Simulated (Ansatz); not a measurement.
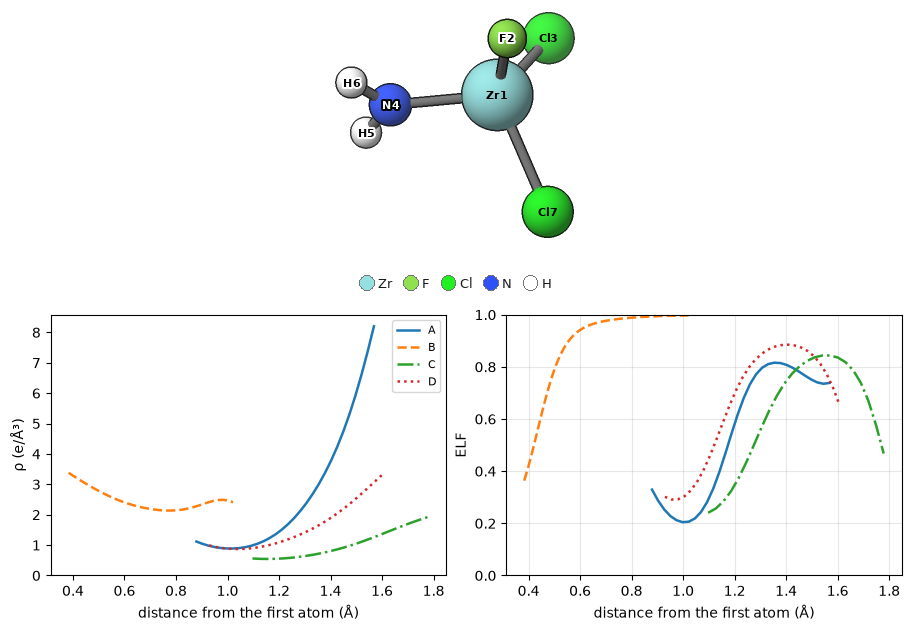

*Cl2FH2NZr. Electron density and ELF along straight lines between neighbouring atoms. The curves leave out the atomic cores. The structure is drawn too.*

Core potentials replace the inner electrons of Zr.

Method: RKS B3LYP/def2-SVP in Ansatz.

```yaml
atoms:
  - { symbol: Zr, position_ang: [0.0035, 0.0199, -0.0186] }
  - { symbol: F, position_ang: [0.1614, 0.2440, 1.8626] }
  - { symbol: Cl, position_ang: [2.1144, -0.1045, -1.0930] }
  - { symbol: N, position_ang: [-0.9575, 1.6586, -0.6740] }
  - { symbol: H, position_ang: [-1.2179, 1.8569, -1.6414] }
  - { symbol: H, position_ang: [-1.2661, 2.4362, -0.0881] }
  - { symbol: Cl, position_ang: [-1.2707, -1.8918, -0.6069] }
```

> Which curve belongs to which contact (N–H, Zr–Cl, Zr–F and Zr–N)? The first atom named is at distance zero.

Curve A: Zr–F (1.90 Å): ρ at the midpoint is about 0.94 e/Å³; the ELF peaks at about 0.80 in the valence shell of F, 0.5 Å from its nucleus, and drops to about 0.20 between the two atoms. Curve B: N–H (1.02 Å): ρ is about 2.7 e/Å³ halfway; the ELF climbs to about 1 towards the hydrogen, as it does in any bond to H: an ordinary covalent bond to hydrogen. Curve C: Zr–Cl (2.37 Å): ρ is about 0.55 e/Å³ halfway; the ELF peaks at about 0.85 in the valence shell of Cl, 0.8 Å from its nucleus, and is about 0.30 at the midpoint. Curve D: Zr–N (2.01 Å): ρ at the midpoint is about 0.88 e/Å³; the ELF peaks at about 0.90 in the valence shell of N, 0.6 Å from its nucleus, and is about 0.30 at the midpoint.
